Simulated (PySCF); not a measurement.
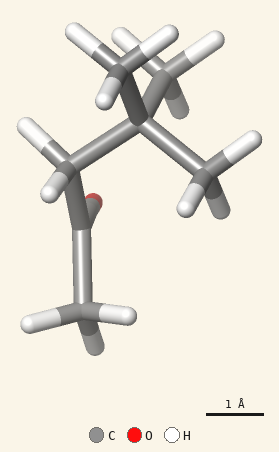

Starting structure of C8H14O. A stick model, seen from a free direction.

The start comes from GFN2-xTB. Its atoms were then displaced at random by about 0.01 Å.

Method: PBE0-D3(BJ)/def2-SVP geometry optimisation, gas phase (PySCF 2.14.0, density-fitted response routines).

```xyz
23

C     2.7027   -0.5165    0.0501
C     1.5714    0.4657   -0.3260
C     1.7382    1.7394   -0.1649
O     1.9814    2.8875    0.0006
C     0.3025   -0.1009   -0.9297
C    -0.9114   -0.1075    0.0334
C    -2.0433   -0.8481   -0.6677
C    -1.3329    1.3208    0.3515
C    -0.5606   -0.8389    1.3519
H     3.5159    0.0337    0.5081
H     2.3072   -1.2380    0.7597
H     3.0448   -1.0079   -0.8383
H     0.0014    0.4863   -1.8196
H     0.5038   -1.1143   -1.2254
H    -1.7817   -1.8872   -0.8826
H    -2.9398   -0.8403   -0.0305
H    -2.3039   -0.3453   -1.6079
H    -0.5600    1.8684    0.8580
H    -1.6182    1.8405   -0.5510
H    -2.2386    1.3131    1.0205
H    -1.4519   -0.9122    1.9633
H     0.2257   -0.3320    1.8664
H    -0.2050   -1.8428    1.1017
```

### Where does the relaxation end?

After 8 geometry steps the energy has fallen by 21.0 kJ/mol. The atom that moves furthest after the best rigid fit is O4 (0.33 Å). Largest moves by element: O 0.33 Å, H 0.24 Å, C 0.19 Å. Among the contacts that change: C1–C2 1.545 → 1.509 Å, C1–H12 1.071 → 1.103 Å, C2–C3 1.295 → 1.319 Å, C8–H20 1.126 → 1.101 Å. Among the angles between lasting bonds that change: C2–C3–O4 175.5° → 179.7°, H21–C9–H22 111.5° → 107.6°, H13–C5–H14 109.2° → 105.7°. Cost: 110 s on 1 thread of AMD EPYC 9R45 96-Core Processor, with other jobs on the host.

History of the run:

```csv
step,"E − E(0), kJ/mol"
0,0.00
1,-11.83
2,-18.71
3,-20.45
4,-20.80
5,-20.88
6,-20.94
7,-20.98
8,-21.01
```

The structure at the end:

```xyz
23

C     2.6585   -0.4667    0.1425
C     1.5940    0.4788   -0.3581
C     1.8233    1.7778   -0.3353
O     2.0277    2.9265   -0.3217
C     0.2945   -0.0560   -0.9227
C    -0.9127   -0.1223    0.0408
C    -2.0573   -0.8208   -0.6955
C    -1.3474    1.2913    0.4286
C    -0.5600   -0.9084    1.3033
H     3.5432    0.0656    0.5198
H     2.2781   -1.1009    0.9589
H     2.9919   -1.1347   -0.6698
H    -0.0112    0.5303   -1.8059
H     0.5044   -1.0730   -1.2968
H    -1.7822   -1.8502   -0.9764
H    -2.9582   -0.8745   -0.0642
H    -2.3262   -0.2809   -1.6177
H    -0.5478    1.8257    0.9646
H    -1.6173    1.8844   -0.4603
H    -2.2272    1.2617    1.0905
H    -1.4346   -0.9886    1.9680
H     0.2431   -0.4102    1.8677
H    -0.2289   -1.9314    1.0615
```

The end point in the same view:

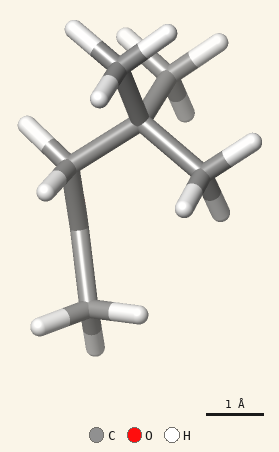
